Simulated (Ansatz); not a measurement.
# SiH4 (SMILES [H][Si]([H])([H])[H]) at r2SCAN0/3-21G

Aim: the electronic atomisation energy of SiH4 at r2SCAN0/3-21G, from 3 runs. 

Program for the calculation: Ansatz 0.2.0.

51 further runs of the same task are left out: 51 set aside as unsound or not needed.

### Step 1. Starting point

SiH4: 5 atoms, total charge 0, spin state singlet. As SMILES, `[H][Si]([H])([H])[H]`. The coordinates come from a GFN2-xTB relaxation.

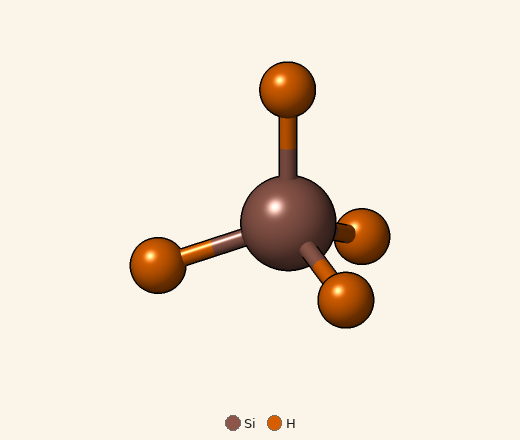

The structure, seen from a chosen angle (silicon brown, hydrogen orange).

### Step 2. A single-point energy at r2SCAN0/3-21G

Contents of input.yaml:

```yaml
crystal:
  periodic: [false, false, false]
  atoms:
    - {symbol: Si, position_ang: [0.000060, -0.000040, 0.000090]}
    - {symbol: H, position_ang: [0.011300, -0.019430, 1.460880]}
    - {symbol: H, position_ang: [1.373450, 0.011260, -0.497760]}
    - {symbol: H, position_ang: [-0.696580, 1.196700, -0.465720]}
    - {symbol: H, position_ang: [-0.688230, -1.188490, -0.497490]}
basis:
  gaussian:
    orbitals: 3-21G.json
hamiltonian:
  xc: {name: r2SCAN0}
accuracy: high
```

The basis set 3-21G is read from a file made from the Basis Set Exchange's data (not shown).

Started as:

```sh
$ ansatz run input.yaml --threads 1 --pin off --max-ram 2610MiB --events-out events.jsonl --progress --plain --runs-dir runs
```

Log:

```text
Warning: RAYON_NUM_THREADS=1 ignored (pool sized by the plan → 1); use --threads N
Functional definition: r2SCAN0
  name "r2SCAN0"
  parameter a = 0.25
  parameter k0 = 0.174
  parameter k1 = 0.065
  parameter a1 = 4.9479
  exchange = (1 - a)*r2scan_x(k0 = k0, k1 = k1, a1 = a1) + a*exact_x
  correlation = r2scan_c
424 factors; integrals over basis functions are off by at most 3.8e-9 eV
mean field evaluation 1: about -7898.6471 eV, gradient 3.6e0 eV
mean field evaluation 2: about -7898.6930 eV, gradient 1.1e0 eV
mean field evaluation 4: about -7898.6864 eV, gradient 3.4e-1 eV
mean field evaluation 8: about -7898.6868 eV, gradient 3.9e-5 eV
mean field -7898.68676847 eV, -290.2713848190 hartree, gradient 7.9e-9 eV, S^2 0.000000; 0 other end points of the search recorded, 0 dependent functions left out
reference -7898.68676891 eV, -290.2713848353 hartree; 9, 9 occupied and 12, 12 virtual orbitals, 424 factors
Total energy: -7898.68676891 eV, -290.2713848353 hartree
```

It took 1.1 s on 1 thread of Intel Xeon Platinum 8488C (Sapphire Rapids), shared host; peak memory 0.14 GiB.

### Step 3. The H atom at the same level

Contents of in.yaml:

```yaml
crystal:
  periodic: [false, false, false]
  atoms:
    - symbol: H
      position_ang: [0.000000, 0.000000, 0.000000]
basis:
  gaussian:
    orbitals: 3-21G.json
magnetization:
  spin_polarized: true
  initial_magnetization: 1
hamiltonian:
  xc: {name: r2SCAN0}
accuracy: high
```

The basis set 3-21G is read from a file made from the Basis Set Exchange's data (not shown).

Run the same way, it converges to -0.49577 Eh (log not shown).

### Step 4. The Si atom

Contents of input.yaml:

```yaml
crystal:
  periodic: [false, false, false]
  atoms:
    - {symbol: Si, position_ang: [0.000000, 0.000000, 0.000000]}
basis:
  gaussian:
    orbitals: 3-21G.json
hamiltonian:
  xc: {name: r2SCAN0}
accuracy: high
magnetization:
  spin_polarized: true
  initial_magnetization: 2
```

The basis set 3-21G is read from a file made from the Basis Set Exchange's data (not shown).

Run the same way, it converges to -287.80646 Eh (log not shown).

### Step 5. Outcome

At r2SCAN0/3-21G:

| quantity | value |
| --- | --- |
| molecule: total energy | -290.27138 Eh |
| H atom: total energy | -0.49577 Eh |
| H atom: ⟨S²⟩ | 0.750 |
| Si atom: total energy | -287.80646 Eh |
| Si atom: ⟨S²⟩ | 2.000 |
| electronic atomisation energy | 13.112 eV |

In words: Taking the molecule apart into free atoms costs 13.11 eV (1265 kJ/mol), before zero-point energy and without spin-orbit coupling. The basis has no polarisation functions, which makes bonds too weak.
